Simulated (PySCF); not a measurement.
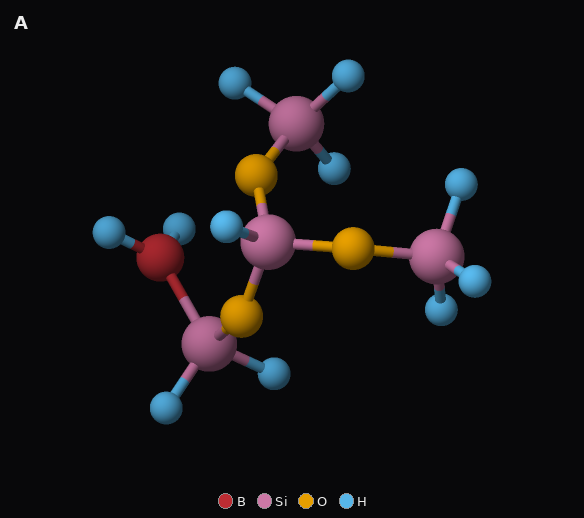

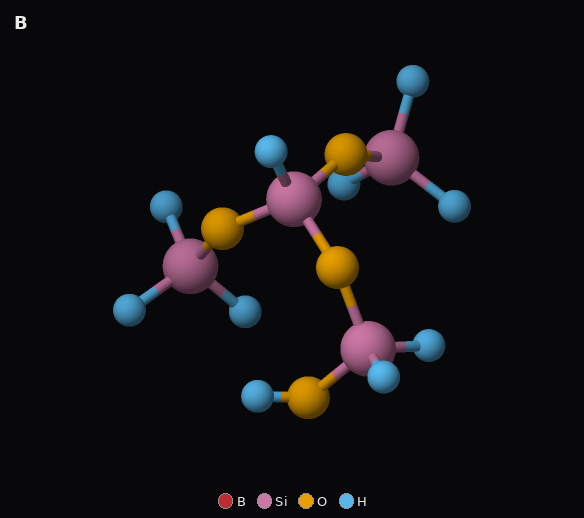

Two related species, optimised with GFN2-xTB; properties computed with PySCF 2.14.0. Both: charge 0, singlet.

> Identify both.

A is BH11O3Si4 (B[SiH2]O[SiH](O[SiH3])O[SiH3]), B is H10O4Si4 (O[SiH2]O[SiH](O[SiH3])O[SiH3]).

Compare them. With PBE0/pcSseg-1: dipole moment (D), HOMO–LUMO gap (eV), HOMO energy (Kohn–Sham orbital) (eV).

```tsv
quantity	A	B
dipole moment (D)	1.77	1.03
HOMO–LUMO gap (eV)	5.67	8.51
HOMO energy (Kohn–Sham orbital) (eV)	−8.35	−8.69
```

Each is one conformer, and no frequency run is at hand to confirm it as a minimum.

The geometry is semi-empirical. Around B, Si such bond lengths and angles can be off by a tenth of an ångström or more and by several degrees, and values that hang on the shape move with them.
